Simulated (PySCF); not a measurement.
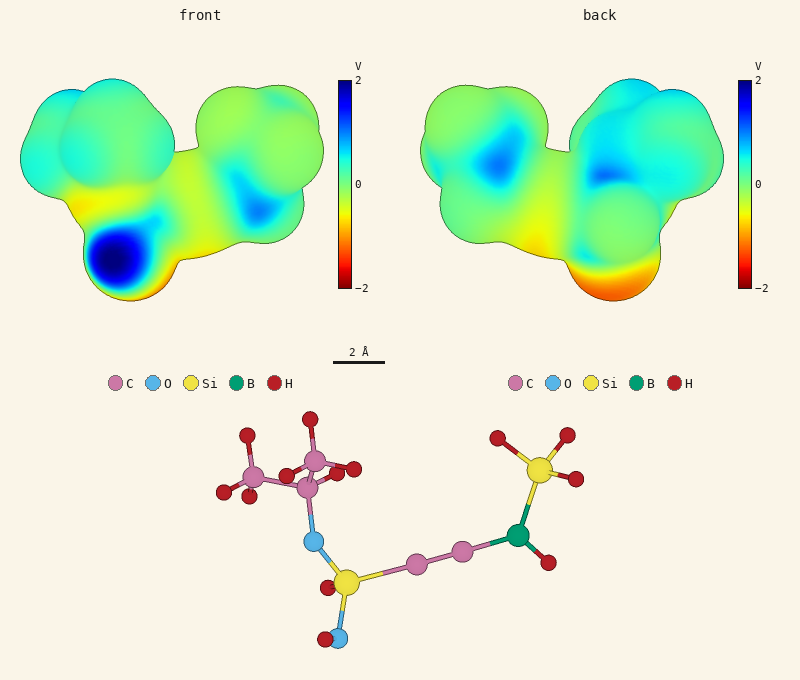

C$_{5}$H$_{13}$BO$_{2}$Si$_{2}$. The electrostatic potential painted on the density surface at 0.001 e/bohr³, seen from the front and from behind; the colour scale runs from red (negative) to blue (positive). The bare structure is drawn below in the same view.

Geometry: GFN2-xTB.

The calculation used PBE0/pcSseg-1, SCF density, gas phase, non-relativistic in PySCF.

The calculation's input:

```
{"job": {"kind": "nmr", "xc": "PBE0", "basis": "pcSseg-1"}, "charge": 0, "multiplicity": 1}
C     -3.017628     1.002479    -1.043334
C     -1.698736     0.738765    -0.322450
C     -1.481838     1.709088     0.834806
O     -1.709844    -0.567961     0.191350
Si    -0.960617    -1.897239    -0.361443
O     -1.388174    -3.071391     0.670770
C      0.882274    -1.641798    -0.366146
C      2.086222    -1.457107    -0.383432
B      3.554049    -1.206170    -0.377877
Si     4.269167     0.562007     0.093521
H     -3.137163     0.299109    -1.863825
H     -3.038037     2.015322    -1.435891
H     -3.845035     0.870340    -0.350326
H     -0.869689     0.842600    -1.036478
H     -2.279835     1.596655     1.564878
H     -1.472214     2.732260     0.470017
H     -0.532438     1.496003     1.319934
H     -1.392966    -2.316504    -1.691201
H     -1.750305    -2.838889     1.521719
H      4.267231    -2.094535    -0.664064
H      5.124002     1.121739    -0.969257
H      3.270013     1.608623     0.365179
H      5.116810     0.523591     1.298913
```

Launched as:

```sh
OMP_NUM_THREADS=1 python probes_run.py task.json out
```

Q: Which sites attract a positive test charge, and which a negative one?

A: A positive charge is drawn to the negative regions and a negative charge to the positive ones. The most negative region (about −1.2 V) lies over O6, the most positive (about +1.9 V) over H19. O6 is the likeliest acceptor of a hydrogen bond.

Q: How polar is the molecule by this calculation?

A: Its dipole moment is 1.84 D.
